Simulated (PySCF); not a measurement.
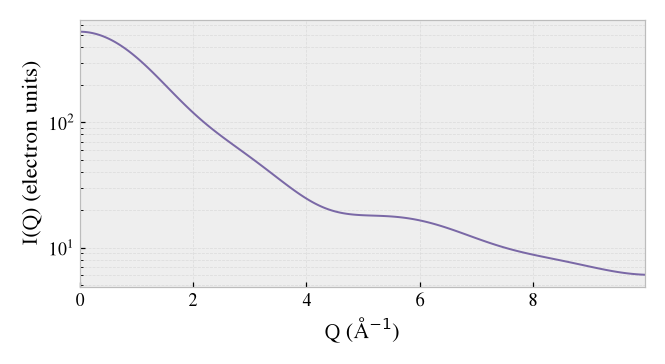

Elastic X-ray scattering of a randomly oriented, rigid molecule, calculated with the Debye equation from neutral-atom form factors (independent atoms, no Compton part, no vibration). The geometry is the end point of an optimisation (PBE0-D3(BJ)/def2-SVP geometry optimisation, gas phase in PySCF 2.14.0, density-fitted response routines); it may be a saddle point or a higher isomer. It contains N, O, H.

Question: How many electrons does the independent-atom model of the molecule hold?

Answer: I(0) is the square of the electron number: I(0) = 528, so about 23 electrons, the count of HN2O counted as neutral atoms.

Question: What radius of gyration does the initial fall-off give?

Answer: From I(Q) ≈ I(0) exp(−Q²R²/3) at small Q, R ≈ 1.22 Å. It is larger than the electron-weighted radius of the nuclear positions alone (1.01 Å), because each atom's electron cloud adds to it.
